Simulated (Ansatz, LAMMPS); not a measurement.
**Forces and charges in glassy 77SiO2-6B2O3-8CaO-8MgO (mol %) (142 atoms)**

Wanted: forces, charges and levels of glassy 77SiO2-6B2O3-8CaO-8MgO (mol %) (142 atoms).

Main program and level: Ansatz 0.2.0; Kohn-Sham DFT, r2SCAN, PAW (set soft_2), plane waves.

## Step 1: The structure

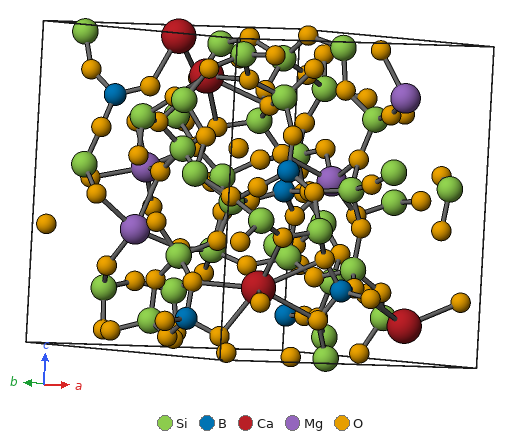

The starting structure, seen slightly off an axis (silicon green, boron blue, calcium red, magnesium purple, oxygen orange). Bonds to atoms that aren't drawn are left out. Some periodic images of atoms are drawn too.

The cell holds 142 atoms: 37 Si, 6 B, 4 Ca, 4 Mg and 91 O. Its edges and angles: a = 12.352 Å, b = 12.352 Å, c = 12.352 Å, α = 90.0°, β = 90.0°, γ = 90.0°. 142 atoms (37 Si, 6 B, 4 Ca, 4 Mg, 91 O) placed at random at 2.31 g/cm³, melted at 3000 K for 20 ps at fixed volume with the Buckingham and Coulomb pair potential of Guillot and Sator (Geochim. Cosmochim. Acta 71, 1249 (2007)) with the boron terms of Wang et al. (J. Non-Cryst. Solids 498, 294 (2018)). Quenched from 3000 K to 300 K at 30 K/ps and fixed volume, held 10 ps at zero pressure.

Before any run, some limits are plain. The quench rate of 30 K/ps far exceeds what a furnace or splat quench reaches, so expect more defects and frozen-in strain than in a real sample. The network of bonds at the start is that of the classical potential that made the cell, and needn't be the one that DFT or experiment would give. Only the Γ point is sampled, in a cell whose shortest periodic width is 12 Å.

## Step 2: How the cell was made

A classical potential makes the cell, at a small fraction of what the same run would cost in DFT.

This step: classical MD, Buckingham and Coulomb pair potential of Guillot and Sator (Geochim. Cosmochim. Acta 71, 1249 (2007)) with the boron terms of Wang et al. (J. Non-Cryst. Solids 498, 294 (2018)) (LAMMPS 22 Jul 2025 - Update 4).

in.lmp reads:

```
# melt-quench of Si37B6Ca4Mg4O91
units metal
atom_style charge
boundary p p p
region box block 0 12.6576 0 12.6576 0 12.6576
create_box 5 box
mass 1 28.0850   # Si
mass 2 10.8100   # B
mass 3 40.0780   # Ca
mass 4 24.3050   # Mg
mass 5 15.9990   # O
create_atoms 1 random 37 896136 NULL overlap 1.5 maxtry 2000
create_atoms 2 random 6 896143 NULL overlap 1.5 maxtry 2000
create_atoms 3 random 4 896150 NULL overlap 1.5 maxtry 2000
create_atoms 4 random 4 896157 NULL overlap 1.5 maxtry 2000
create_atoms 5 random 91 896164 NULL overlap 1.5 maxtry 2000
pair_style buck/coul/long 9.0
pair_coeff * * 0.0 1.0 0.0
pair_coeff 1 5 50306.10 0.161 46.2978   # Si-O
pair_coeff 2 5 206941.81 0.124 35.0018   # B-O
pair_coeff 3 5 155667.70 0.178 42.2597   # Ca-O
pair_coeff 4 5 32652.64 0.178 27.281   # Mg-O
pair_coeff 5 5 9022.79 0.265 85.0921   # O-O
pair_coeff 2 2 484.40 0.35 0.0   # B-B
pair_coeff 1 2 337.70 0.29 0.0   # Si-B
set type 1 charge 1.89
set type 2 charge 1.4175
set type 3 charge 0.945
set type 4 charge 0.945
set type 5 charge -0.945
kspace_style pppm 1.0e-4
neigh_modify delay 0 every 1 check yes
thermo_style custom step time temp pe press density
thermo_modify norm yes
# [... 17 lines left out ...]
fix md all nvt temp 3000 300 0.1
run 90000 post no
unfix md
thermo 3333
fix md all npt temp 300 300 0.1 iso 0 0 1
run 10000 post no
unfix md
write_dump all custom glass.dump id type xs ys zs modify sort id
```

Launch:

```sh
> lmp -in in.lmp -log none -nocite
```

The log of the run:

```text
LAMMPS (22 Jul 2025 - Update 4)
Created orthogonal box = (0 0 0) to (12.6576 12.6576 12.6576)
Created 37 atoms
Created 6 atoms
Created 4 atoms
Created 4 atoms
Created 91 atoms
PPPM initialization ...
  G vector (1/distance) = 0.33732138
  grid = 12 12 12
  estimated relative force accuracy = 4.0576509e-05
   Step          Time           Temp          PotEng         Press         Density
         0   0              0             -1.1390282      815972.35      2.3070157
       100   0.1            0             -11.071308     -33454.518      2.3070157
       105   0.105          0             -11.080704     -34467.262      2.3070157
[... 19 lines left out ...]
[... 2 lines left out ...]
Loop time of 10.8622 s on 1 MPI rank(s) for 20000 steps with 142 atoms
   Step          Time           Temp          PotEng         Press         Density
[... 12 lines left out ...]
Loop time of 47.7953 s on 1 MPI rank(s) for 90000 steps with 142 atoms
   Step          Time           Temp          PotEng         Press         Density
[... 1 line left out ...]
    113322   113.322        315.40369     -11.272955      6345.8133      2.4551033
    116655   116.655        320.75411     -11.271027     -81.20562       2.4999069
    119988   119.988        321.08781     -11.271702      11135.389      2.4947474
    121000   121            252.2771      -11.271363      10204.529      2.4828084
Loop time of 6.7415 s on 1 MPI rank(s) for 10000 steps with 142 atoms
```

Run time: 66 s. Hardware: 1 thread of Arm Neoverse V2, shared host; peak memory 0.078 GiB.

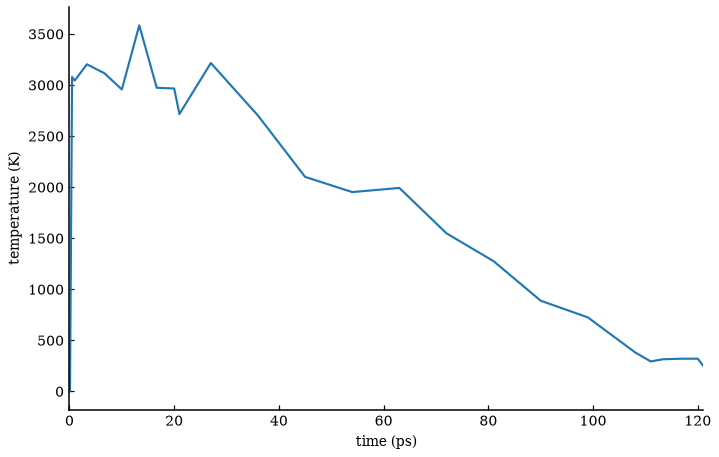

Temperature against time.

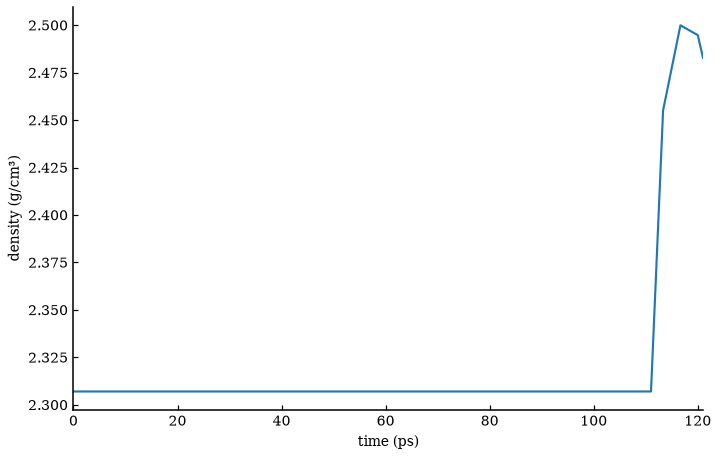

Density against time.

## Step 3: Plane-wave single point

The electrons are solved once, with the atoms held.

input.yaml reads:

```yaml
crystal:
  lattice:
    - [12.35152, 0.0, 0.0]
    - [0.0, 12.35152, 0.0]
    - [0.0, 0.0, 12.35152]
  atoms:
    - { symbol: Si, position: [0.4654, 0.90386, 0.72198] }
    - { symbol: Si, position: [0.16178, 0.04027, 0.43538] }
    - { symbol: Si, position: [0.16072, 0.58002, 0.09455] }
    - { symbol: Si, position: [0.39781, 0.26706, 0.81166] }
    - { symbol: Si, position: [0.93643, 0.97688, 0.32656] }
    - { symbol: Si, position: [0.64198, 0.60606, 0.92137] }
    - { symbol: Si, position: [0.64211, 0.00608, 0.59902] }
    - { symbol: Si, position: [0.77415, 0.29074, 0.75192] }
    - { symbol: Si, position: [0.56486, 0.78306, 0.5412] }
    - { symbol: Si, position: [0.1466, 0.97572, 0.97148] }
    - { symbol: Si, position: [0.99126, 0.45748, 0.48969] }
    - { symbol: Si, position: [0.02943, 0.21812, 0.56845] }
    - { symbol: Si, position: [0.71574, 0.28616, 0.28199] }
    - { symbol: Si, position: [0.87087, 0.68574, 0.82797] }
    - { symbol: Si, position: [0.49437, 0.90827, 0.17766] }
    - { symbol: Si, position: [0.07912, 0.85464, 0.56336] }
    - { symbol: Si, position: [0.26619, 0.60139, 0.63095] }
    - { symbol: Si, position: [0.48747, 0.50761, 0.72877] }
    - { symbol: Si, position: [0.05171, 0.53129, 0.72926] }
    - { symbol: Si, position: [0.32829, 0.41654, 0.4776] }
    - { symbol: Si, position: [0.86524, 0.58796, 0.23291] }
    - { symbol: Si, position: [0.63283, 0.51202, 0.30719] }
    - { symbol: Si, position: [0.40367, 0.05585, 0.40832] }
    - { symbol: Si, position: [0.87427, 0.02067, 0.55246] }
    - { symbol: Si, position: [0.47191, 0.69406, 0.3159] }
    - { symbol: Si, position: [0.66785, 0.25373, 0.53136] }
    - { symbol: Si, position: [0.89639, 0.35676, 0.1342] }
    - { symbol: Si, position: [0.57959, 0.84955, 0.95171] }
    - { symbol: Si, position: [0.1706, 0.46556, 0.30332] }
    - { symbol: Si, position: [0.7052, 0.38347, 0.96758] }
    - { symbol: Si, position: [0.93432, 0.73976, 0.40803] }
    - { symbol: Si, position: [0.95541, 0.73062, 0.05521] }
    [... 104 atom lines left out ...]
    - { symbol: O, position: [0.96438, 0.85144, 0.11485] }
    - { symbol: O, position: [0.85682, 0.02983, 0.42173] }
    - { symbol: O, position: [0.20035, 0.27275, 0.06393] }
    - { symbol: O, position: [0.01501, 0.49503, 0.60911] }
    - { symbol: O, position: [0.05625, 0.75379, 0.47715] }
    - { symbol: O, position: [0.93547, 0.01461, 0.20173] }
kpoints:
  mp_grid: { grid: [1, 1, 1] }
hamiltonian:
  xc: r2scan
scf:
  occupations: { method: fixed }
output:
  forces: true
  stress: true
  populations: true
  dos:
    method: { smearing: { sigma: 0.15 } }
    de: 0.1
    projected: { site_lists: { B: [B], Ca: [Ca], Mg: [Mg], O: [O], Si: [Si] } }
  eigenvalues: true
  write_density: true
  write_potential: true
  volumetric_format: npy
```

Launch:

```sh
> ansatz run input.yaml --threads 8 --pin off --max-ram 15872MiB --backend cpu --events-out ev --progress --plain --runs-dir out
```

The log of the run:

```text
Engine: ansatz 0.2.0, aarch64-unknown-linux-gnu
Pseudopotentials: kind: paw
Pseudopotential: Si, paw, valence charge 4, recommended cutoff 500 eV (meta_gga), Si.paw.azcp
Pseudopotential: B, paw, valence charge 3, recommended cutoff 500 eV (meta_gga), B.paw.azcp
Pseudopotential: Ca, paw, valence charge 10, recommended cutoff 500 eV (meta_gga), Ca.paw.azcp
Pseudopotential: Mg, paw, valence charge 10, recommended cutoff 500 eV (meta_gga), Mg.paw.azcp
Pseudopotential: O, paw, valence charge 6, recommended cutoff 500 eV (meta_gga), O.paw.azcp
[... 6 lines on functional and potentials left out ...]
Crystal: 142 atoms, lattice volume = 1884.348 Å³
Basis set: ecut = 500 eV, 47937 PW (Γ), exchange–correlation on 384×384×384 points (64 copies of the dense FFT grid, shifted against one another)
Bands: 538, of which v1, the nominal top of the filled ones, is band 396 counted from 1 (395 counted from 0)
Symmetry: 1 space group operations
Space group: P1 (ITA 1), of the structure as read, at distance tolerance 1.2e-4 Å
k-points: 1
[... 16 lines on functional and potentials left out ...]
Initial density: superposition of atomic densities (neutral atoms: chi_scale 0, normalization atom), corrected by the library's trained network
Initial wavefunctions: pseudopotential atomic-orbital guess
Functional: x = r2scan, c = r2scan; τ floored in thin density (d = 2e-4 eV/Å³)
SCF iter   1: F=—  HF=-91479.625119 eV  |F-HF|=—  |Δ(HF+E_count)|=         —  Δρ=8.06e-3  dr2=1.36e0  dr2_τ=1.16e1  ethr=1.77e-3  ⟨swp⟩=6.0  Hψ=2097  notcnv=0  defer=138
preconditioner: auto → Resta (q_TF=auto, 2.361 Å⁻¹)  ε∞=2.8  [insulator: Δε(μ)=3.491 eV  Ē_g=17.386 eV  n_scr=436 (ndim 8)  ℏωp=23.5 eV  f_vac=0.166  ε∞_Penn≈2.8]
SCF iter   2: F=—  HF=-91483.585648 eV  |F-HF|=—  |Δ(HF+E_count)|=    3.96e0  Δρ=4.97e-3  dr2=3.32e-1  dr2_τ=2.98e-2  ethr=1.72e-4  ⟨swp⟩=4.0  Hψ=1002  notcnv=0  defer=140
SCF iter   3: F=—  HF=-91483.543055 eV  |F-HF|=—  |Δ(HF+E_count)|=   4.26e-2  Δρ=1.46e-3  dr2=3.99e-2  dr2_τ=6.22e-3  ethr=4.19e-5  ⟨swp⟩=4.0  Hψ=689  notcnv=0  defer=140
SCF iter   4: F=—  HF=-91483.538024 eV  |F-HF|=—  |Δ(HF+E_count)|=   5.03e-3  Δρ=6.13e-4  dr2=5.44e-3  dr2_τ=1.07e-3  ethr=5.03e-6  ⟨swp⟩=4.0  Hψ=696  notcnv=0  defer=140
SCF iter   5: F=—  HF=-91483.537485 eV  |F-HF|=—  |Δ(HF+E_count)|=   5.39e-4  Δρ=1.67e-4  dr2=5.45e-4  dr2_τ=3.86e-5  ethr=6.87e-7  ⟨swp⟩=2.0  Hψ=902  notcnv=0  defer=140
SCF iter   6: F=—  HF=-91483.537758 eV  |F-HF|=—  |Δ(HF+E_count)|=   2.73e-4  Δρ=8.81e-5  dr2=1.28e-4  dr2_τ=1.58e-5  ethr=6.88e-8  ⟨swp⟩=2.0  Hψ=777  notcnv=0  defer=140
SCF iter   7: F=—  HF=-91483.537752 eV  |F-HF|=—  |Δ(HF+E_count)|=   5.75e-6  Δρ=2.35e-5  dr2=1.11e-5  dr2_τ=1.15e-6  ethr=1.61e-8  ⟨swp⟩=2.0  Hψ=766  notcnv=0  defer=140
SCF iter   8: F=—  HF=-91483.538263 eV  |F-HF|=—  |Δ(HF+E_count)|=   5.11e-4  Δρ=1.22e-5  dr2=2.75e-6  dr2_τ=2.66e-7  ethr=1.40e-9  ⟨swp⟩=3.0  Hψ=914  notcnv=0  defer=140
SCF iter   9: F=—  HF=-91483.538264 eV  |F-HF|=—  |Δ(HF+E_count)|=   1.15e-6  Δρ=3.84e-6  dr2=3.19e-7  dr2_τ=2.98e-8  ethr=3.47e-10  ⟨swp⟩=2.0  Hψ=698  notcnv=0  defer=140
SCF iter  10: F=-91483.538265 eV  HF=-91483.538265 eV  |F-HF|=8.75e-8  |Δ(HF+E_count)|=   3.58e-7  Δρ=1.98e-6  dr2=8.08e-8  dr2_τ=8.48e-9  ethr=1.26e-11  ⟨swp⟩=28.0  Hψ=6247  notcnv=0
SCF 1 converged in 10 iterations: F = -91483.538265 eV  dr2 = 8.08e-8
  greatest PAW one-centre occupation: 1.000 electrons in one spin orbital (limit 2), on the Mg atom at site 49 (counted from 0), in its partial waves of l = 0
WARN: The input density's exchange-correlation potential varies sharply where the density is thin. Do not read a vacuum level from v_tot or v_xc, or from such a field of the output density. On a cell that repeats whose density bears no net charge and no dipole along the vacuum's axis use v_es (v_loc + v_h of the components); [...]
SCF converged after 10 iterations
Free energy (F): -91483.538265 eV
Harris-Foulkes:  -91483.538265 eV  (|F-HF|=8.75e-8)
Internal energy: -91483.538265 eV  (E = F + TS)
E sigma→0 (E₀):  -91483.538265 eV
Fermi energy:    4.080864 eV
--- Per-component energies (eV) ---
  E_band       = -5813.169731
  E_kinetic    = 19662.761736
  E_local      = -61679.258060  (includes V_loc(G=0)·N_el)
  E_nonlocal   = 5857.270072
  E_hartree    = 23157.648537
  E_xc         = -9487.984720
  E_vxc        = -12775.155537  (∫ρ·V_xc dr)
  E_paw        = -38984.615092  (= ΣΔE_a)
  E_vpaw       = -4000.484858  (= ΣTr[D̂ρ^β])
  E_aug_tail   = 0.096494  (compensation charges beyond the density's cutoff)
  E_vtau       = 806.331300  (kinetic-family band-sum trace: ∫τ·v_τ [+ j·A + Jᵃ·Aᵃ] dr)
  E_ewald      = -30002.624442
  E_core_change = -6.832790  (= ΣΔE_core)
  E_smearing   = -0.000000  (= −TS)
  E_closure    = 0.000000  (closes the sum)
  Σ components = -91483.538265   (vs F -91483.538265, Δ=0.00e0)
--- Forces (eV/Å), atoms counted from 1 ---
  atom   1  Si    -2.63586096     0.25303932     1.04662115
  atom   2  Si    -3.11875006     1.83018578     0.50701679
  atom   3  Si     1.38115295    -2.49254947    -2.22475510
  atom   4  Si    -0.25245166     0.65096774    -1.60191532
  atom   5  Si     1.17725141    -0.78943711     3.46891429
  atom   6  Si    -1.73984333     0.15696644    -1.14180850
  atom   7  Si     0.73457357    -1.37419052    -2.03848110
  atom   8  Si     0.33580378    -3.00813508     0.47368696
  atom   9  Si     0.93769238     0.68803842    -2.10532388
  atom  10  Si     1.28746525     0.25099345    -1.22416382
  atom  11  Si    -3.46178499    -2.11787915    -1.91056664
  atom  12  Si     0.25987232    -1.02598685    -0.70679471
  atom  13  Si    -2.49997360    -0.94514416     1.23229794
  atom  14  Si     0.06699335    -0.90421574     0.27700013
[...]
atom 141  O     -0.26561978    -0.10398560    -1.40589001
  atom 142  O     -1.82358297     1.63377300    -1.57124593
  max |Σ_I F_I| component: 2.01e-4 eV/Å
--- Stress (GPa, compression-positive) ---
       -2.707679      -0.234490       0.910440
       -0.234487      -4.119615       1.054734
        0.910439       1.054737      -4.379538
  P = ⅓ Tr σ = -3.7356 GPa (-37.356 kbar)
--- Band table (eV) ---
  k-point 0: bands = ["-73.2737", "-73.1127", "-72.3214", "-71.9333", [... 522 levels ...], "13.8518", "13.8755", "13.9203", "13.9555", "13.9800", "14.0310", "14.0523", "14.0889", "14.1062", "14.1285", "14.1577", "14.2070"]
--- Löwdin populations: 142 sites ---
  site symbol       q [e]
     0     Si      2.2548
     1     Si      2.1485
     2     Si      2.2380
[...]
141      O      6.6643
  spilling = 0.012646 (of n_electrons = 792.000000)
```

Wall time 52 s (8 threads of Arm Neoverse V2, shared host); peak memory 5.9 GiB; 6.6 min of CPU time.

The program notes that the exchange-correlation potential is rough where the density is thin.

The run gave:

| Item | Value |
| --- | --- |
| free energy | -91483.5383 eV |
| free energy per atom | -644.2503 eV/atom |
| SCF cycles | 10 |
| pressure | -3.736 GPa |
| r.m.s. force component | 1.12 eV/Å |
| longest force | 4.485 eV/Å |
| Fermi energy | 4.081 eV |
| gap (highest filled to lowest empty level) | 2.987 eV |
| spilling of the projection | 0.01265 |

Neighbours are counted within 2.08 Å (O-Si), 1.83 Å (O-B), 3.22 Å (O-Ca), 2.42 Å (O-Mg).

Length of the force by element and coordination:

| element | coordination | atoms | mean length of the force (eV/Å) | spread | least | most |
| --- | --- | --- | --- | --- | --- | --- |
| B | all | 6 | 2.24 | 0.744 | 1.27 | 3.64 |
| B | 3 | 3 | 2.56 | 0.792 | 1.77 | 3.64 |
| B | 4 | 3 | 1.92 | 0.528 | 1.27 | 2.56 |
| Ca | all | 4 | 1.56 | 0.227 | 1.24 | 1.88 |
| Ca | 5 | 1 | 1.60 | 0 | 1.60 | 1.60 |
| Ca | 6 | 1 | 1.88 | 0 | 1.88 | 1.88 |
| Ca | 7 | 2 | 1.38 | 0.141 | 1.24 | 1.52 |
| Mg | all | 4 | 1.65 | 0.422 | 1.19 | 2.14 |
| Mg | 3 | 1 | 2.14 | 0 | 2.14 | 2.14 |
| Mg | 4 | 2 | 1.59 | 0.405 | 1.19 | 2.00 |
| Mg | 5 | 1 | 1.28 | 0 | 1.28 | 1.28 |
| O | all | 91 | 1.40 | 0.687 | 0.190 | 3.36 |
| O | 2 | 63 | 1.33 | 0.699 | 0.190 | 3.36 |
| O | 3 | 28 | 1.56 | 0.63 | 0.664 | 3.14 |
| Si | all | 37 | 2.45 | 0.974 | 0.268 | 4.49 |

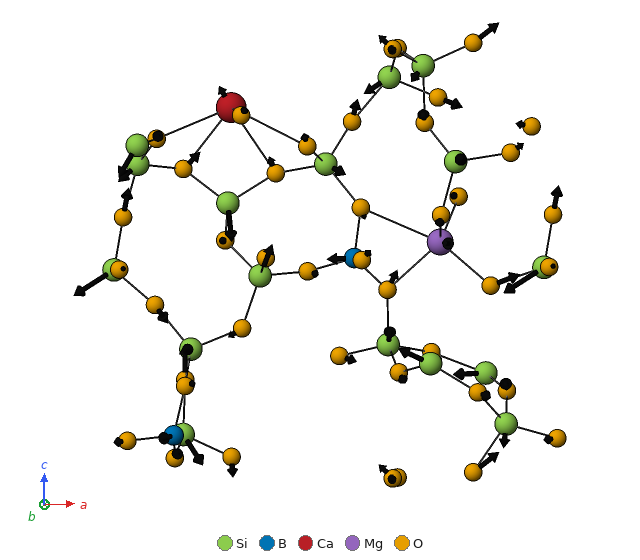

Forces as arrows; the longest in the cell is 4.49 eV/Å. Drawn is a slice 4 Å thick, seen along the normal of the ac plane. Bonds to atoms that aren't drawn are left out.

Löwdin charges by element and coordination (they lack the spilled electrons, 0.071 e an atom on average):

| element | coordination | atoms | mean charge (e) | spread | least | most |
| --- | --- | --- | --- | --- | --- | --- |
| B | all | 6 | 0.668 | 0.0393 | 0.617 | 0.738 |
| B | 3 | 3 | 0.702 | 0.0261 | 0.678 | 0.738 |
| B | 4 | 3 | 0.635 | 0.013 | 0.617 | 0.647 |
| Ca | all | 4 | 1.81 | 0.0125 | 1.80 | 1.83 |
| Ca | 5 | 1 | 1.83 | 0 | 1.83 | 1.83 |
| Ca | 6 | 1 | 1.80 | 0 | 1.80 | 1.80 |
| Ca | 7 | 2 | 1.81 | 4.0e-4 | 1.81 | 1.81 |
| Mg | all | 4 | 1.66 | 0.01 | 1.65 | 1.68 |
| Mg | 3 | 1 | 1.65 | 0 | 1.65 | 1.65 |
| Mg | 4 | 2 | 1.67 | 0.0026 | 1.67 | 1.68 |
| Mg | 5 | 1 | 1.66 | 0 | 1.66 | 1.66 |
| O | all | 91 | -0.825 | 0.104 | -1.06 | -0.605 |
| O | 2 | 63 | -0.822 | 0.11 | -1.06 | -0.605 |
| O | 3 | 28 | -0.830 | 0.0893 | -1.06 | -0.664 |
| Si | all | 37 | 1.82 | 0.042 | 1.70 | 1.86 |

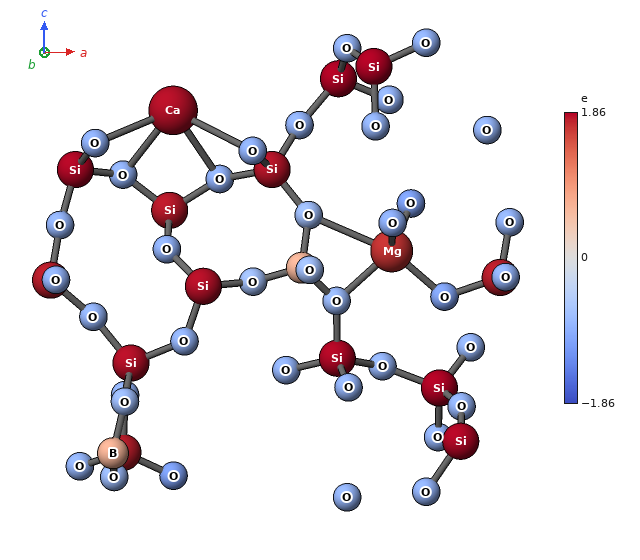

Atoms coloured by Löwdin charge. Drawn is a slice 4 Å thick, seen along the normal of the ac plane. Bonds to atoms that aren't drawn are left out.

States in the cell by windows of 1 eV, zero at the Fermi level; the larger projections on atomic orbitals stand beside the total:

| from (eV) | to (eV) | total | O p | Si p |
| --- | --- | --- | --- | --- |
| -10 | -9 | 25.2 | 18.0 | 2.2 |
| -9 | -8 | 33.0 | 24.7 | 4.8 |
| -8 | -7 | 54.0 | 41.6 | 8.7 |
| -7 | -6 | 33.3 | 26.6 | 3.4 |
| -6 | -5 | 62.5 | 53.5 | 4.2 |
| -5 | -4 | 84.1 | 75.9 | 3.4 |
| -4 | -3 | 95.0 | 88.7 | 2.5 |
| -3 | -2 | 76.5 | 72.8 | 1.3 |
| -2 | -1 | 28.4 | 26.9 | 0.6 |
| -1 | 0 | 20.0 | 18.8 | 0.5 |
| 0 | 1 | 0.7 | 0.6 | 0.0 |
| 1 | 2 | 0.0 | 0.0 | 0.0 |
| 2 | 3 | 1.4 | 0.1 | 0.0 |
| 3 | 4 | 9.4 | 0.4 | 0.5 |
| 4 | 5 | 18.2 | 0.8 | 1.8 |

With fixed occupations the program's Fermi level is the highest filled level; weight inside the gap is the broadening of levels at its edges.

Between -26 and -10 eV lie 239 more states.

The stored curve holds about 752 of the 792 electrons; the rest, give or take the few that broadening carries across the Fermi level, lie in deeper levels below its range.

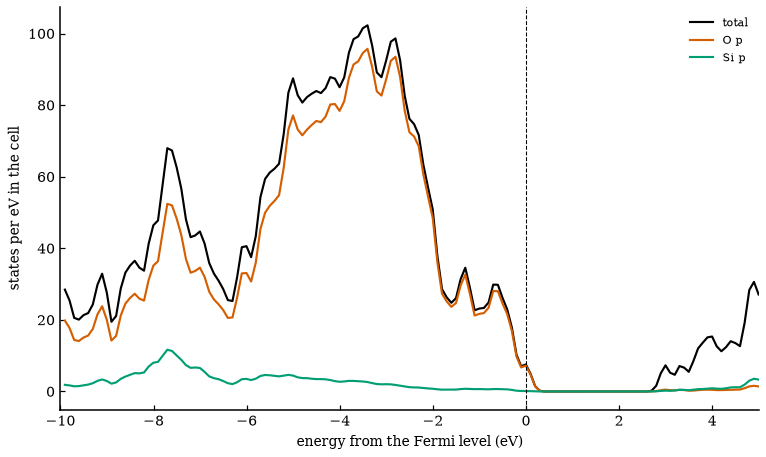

Total and projected density of states, with the broadening of the input.

The levels nearest the highest filled one (over half full), pooled over k-points and spins:

| level less the highest filled one (eV) | occupation |
| --- | --- |
| -0.603 | 2 |
| -0.531 | 2 |
| -0.453 | 2 |
| -0.355 | 2 |
| -0.287 | 2 |
| 0 | 2 |
| 2.99 | 0 |
| 3.33 | 0 |
| 3.64 | 0 |
| 3.79 | 0 |
| 3.94 | 0 |
| 4.03 | 0 |

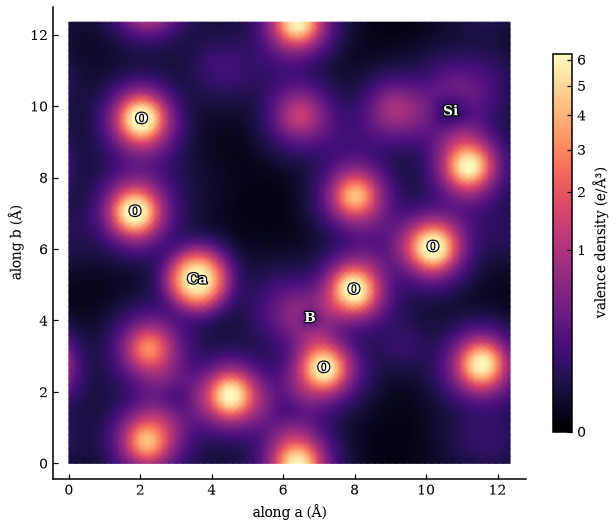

Valence density in the ab plane at fractional z = 0.220, with atoms of Si and B and Ca and O within 0.2 Å of it. It is the smooth field of the valence electrons, not physical close to the nuclei. The map starts off the cell's origin, so that atoms lie inside it. The colour scale is stretched toward low values.

(Part 1 of 2 ends here.)

[Logs are printed without paths, hosts, clocks, repeated set-up lines and the standing remarks that a program may print on its own settings, such as how far it seeks lower states.]

[Hosts, paths, dates, database ids (printed as entryN), source tags and the programs' standing remarks are cut or masked in the printed files.]
